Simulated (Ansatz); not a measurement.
# How methods differ on BNH2F (SMILES N[B]F)

BNH2F has 5 atoms, charge 0, and is taken as a doublet. SMILES: `N[B]F`. The coordinates come from a PBE0-D4/def2-TZVP relaxation. This is one conformer, not always the lowest.

```xyz
5

N    -0.3152    0.2846   -0.2983
B     0.2568   -0.9047    0.1193
F     1.1865   -0.9571    1.0606
H    -1.0196    0.3220   -1.0120
H    -0.0585    1.1817    0.0889
```

Each level gives the energy change with the N1–H4 bond stretched from 1.003 to 1.505 Å (eV). The values are calculated.

```csv
level,kind,program,value (eV),less FCI/STO-3G,CPU time (all runs)
U-r2SCAN0/STO-3G,hybrid meta-GGA,Ansatz,2.81,+0.43,6.6 s
UB3LYP/STO-3G,global hybrid,Ansatz,2.51,+0.13,2.6 s
U-wB97X/STO-3G,range-separated hybrid,Ansatz,2.74,+0.36,14 s
UCAM-B3LYP/STO-3G,range-separated hybrid,Ansatz,2.66,+0.28,3.4 s
UB2PLYP/STO-3G,double hybrid,Ansatz,2.64,+0.26,3.3 s
UMP2/STO-3G,perturbation theory,Ansatz,3.00,+0.62,0.17 s
UBCCD(T)/STO-3G,coupled cluster or CI,Ansatz,2.39,+0.01,0.53 s
UCCSDT/STO-3G,coupled cluster or CI,Ansatz,2.39,+0.01,1.8 s
FCI/STO-3G,exact in the basis,Ansatz,2.38,0.00,1.9 min
```

FCI/STO-3G is exact within its basis and frozen core, so for wave-function methods in that basis the difference is their error; functionals converge differently with the basis, so for them it is only a difference. The first shape isn't each level's own minimum. The values span 2.38 to 3.00 eV. Spin contamination of the reference (⟨S²⟩ at least 0.1 too high) touches UMP2/STO-3G, UBCCD(T)/STO-3G, UCCSDT/STO-3G. All rows use very small basis sets, so even the best lies far from the true value. CPU times are rough (shared hosts, several kinds of processor): they show what a rung costs within a factor of a few.

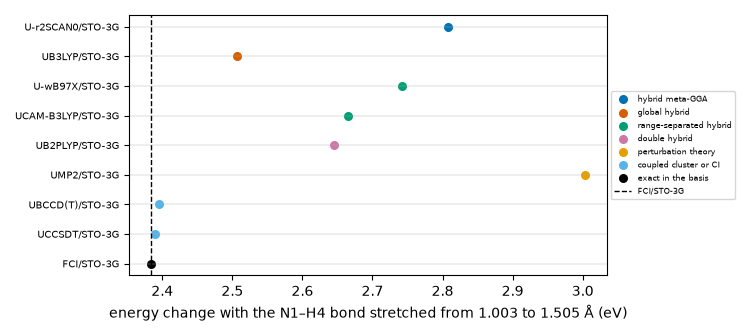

The values of the table, level by level.
